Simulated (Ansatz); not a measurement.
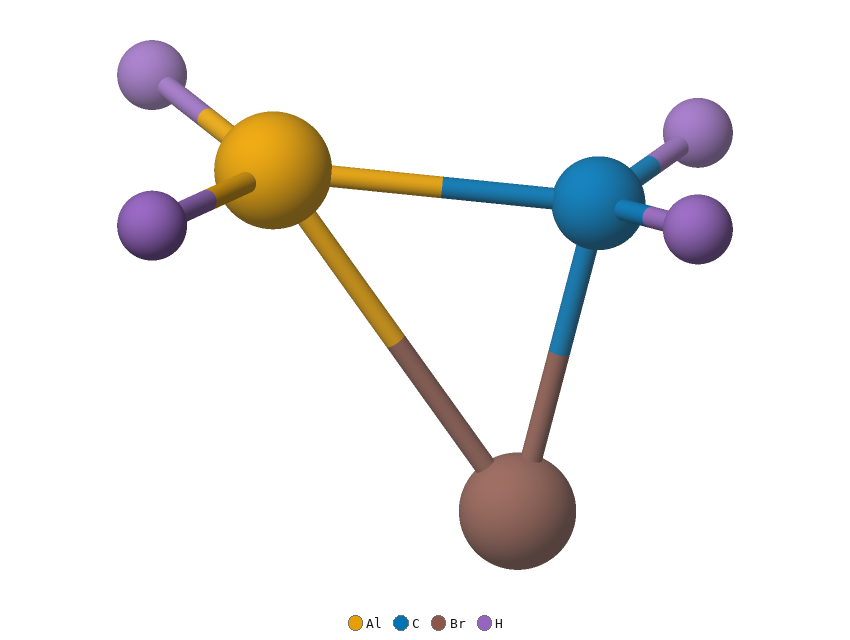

Ball-and-stick drawing of a structure.

Computed geometry: PBE0-D4/def2-TZVP optimisation. No frequency run is at hand to confirm it as a minimum.

Describe the molecule.

Formula CH4AlBr. The point group is Cs.

The parts below concern this one geometry. Atoms keep their numbers from picture to picture.

## Dipole moment

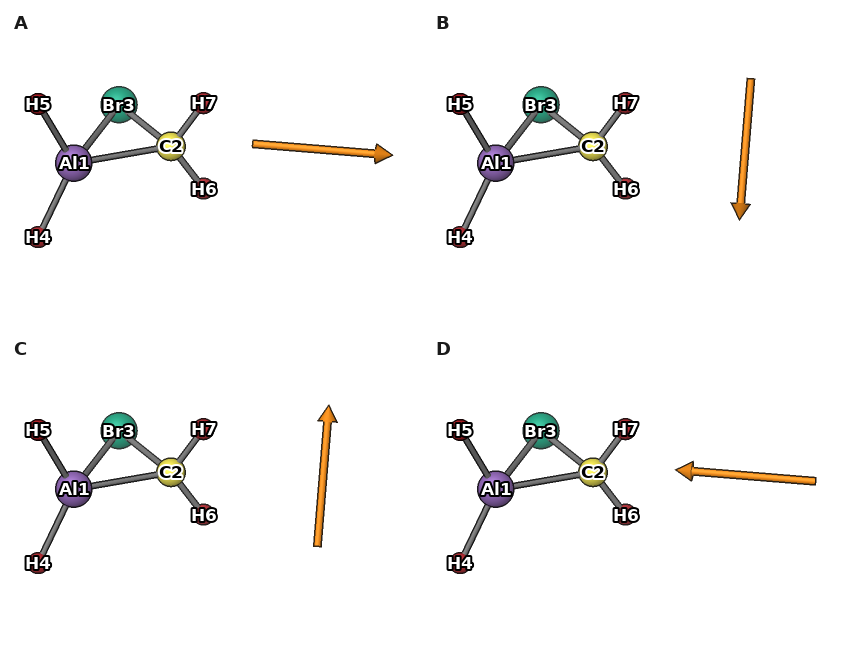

The same molecule four times, each with an arrow. No frequency run is at hand to confirm it as a minimum. Properties computed with RKS PBE0-D4/def2-TZVP (Ansatz 0.2.0).

Question: Which arrow points along the dipole moment, from the negative to the positive end?

Answer: A. The dipole moment is 1.61 D; it points from the side of H4, H5 to the side of H6, H7 (the outermost atoms at the two ends).

## Electronic properties

No frequency run is at hand to confirm it as a minimum. Properties computed with RKS PBE0-D4/def2-TZVPP (Ansatz 0.2.0).

Question: What is the HOMO–LUMO gap?

Answer: 6.99 eV.

Question: What is the HOMO energy (Kohn–Sham orbital)?

Answer: −8.03 eV.

Question: Estimate the dispersion correction.

Answer: −10.9 kJ/mol.

## Charges

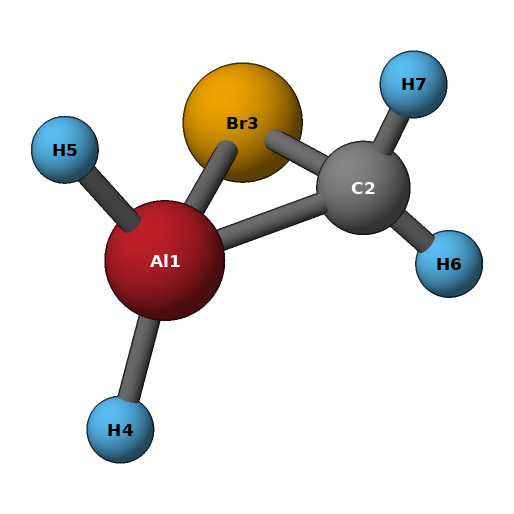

The questions are on Mulliken charges. No frequency run is at hand to confirm it as a minimum. Level of theory: RKS PBE0-D4/def2-TZVP (Ansatz 0.2.0).

List the Mulliken charges.

| atom | value (e) |
| --- | --- |
| Al1 | 0.35 |
| C2 | −0.38 |
| Br3 | −0.09 |
| H4 | −0.10 |
| H5 | −0.10 |
| H6 | 0.16 |
| H7 | 0.16 |

Mulliken values depend strongly on the basis set and can even reverse the polarity of a bond.
